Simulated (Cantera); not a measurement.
Input: 1 mol Fe₂O₃, a varied amount of H₂O, 0.18 mol O₂, equilibrated at 1275 K and 0.100 bar.

Equilibrium computed with Cantera from the NASA thermochemical tables; the gas is ideal and each condensed phase is pure. Candidate condensed phases: Fe, FeO, Fe(OH)₂, Fe(OH)₃, Fe₂O₃, Fe₃O₄, H₂O; 12 gas species. The numbers say what is thermodynamically allowed, not how fast it happens.

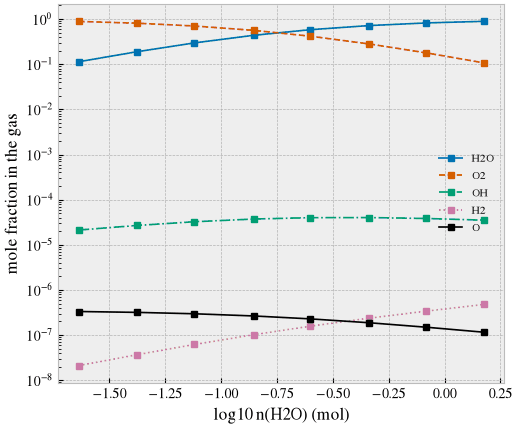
Figure: Equilibrium gas composition (values under 1e-9 drawn at 1e-9)

Problem. Read off the mole fractions at 0.14 mol H₂O.

Solution. O₂ about 0.56, H₂O about 0.44, OH about 3.7e-5, O about 2.6e-7, H₂ about 1.0e-7.
